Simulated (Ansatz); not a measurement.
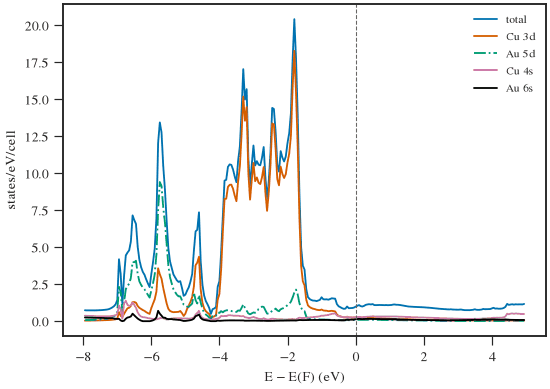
*Total and projected density of states of Cu3Au (Cu3Au type, Pm-3m), DFT-LDA in the program Ansatz with PAW potentials*

Q: Which orbitals carry the states next to the Fermi level?

A: Within 0.5 eV of the Fermi level: Cu 4s 29 %, Cu 3d 26 %, Au 6s 12 %, Au 5d 8 %, outside the projected shells 25 %. Projections are on Löwdin-orthogonalised atomic valence shells; empty p or d shells of many metals are not among them.

Q: Where is the tallest occupied peak in this window, and what makes it?

A: Near -1.8 eV, about 20 states/eV per cell; the largest projected share is Cu 3d.

The cell was relaxed with LDA under the symmetry of its start; of distortions, only those at the zone centre were tested. No spin polarisation was allowed. Scalar-relativistic: spin–orbit coupling is off unless named, which matters more the heavier the elements.

Potentials: the later of the program's two PAW sets.
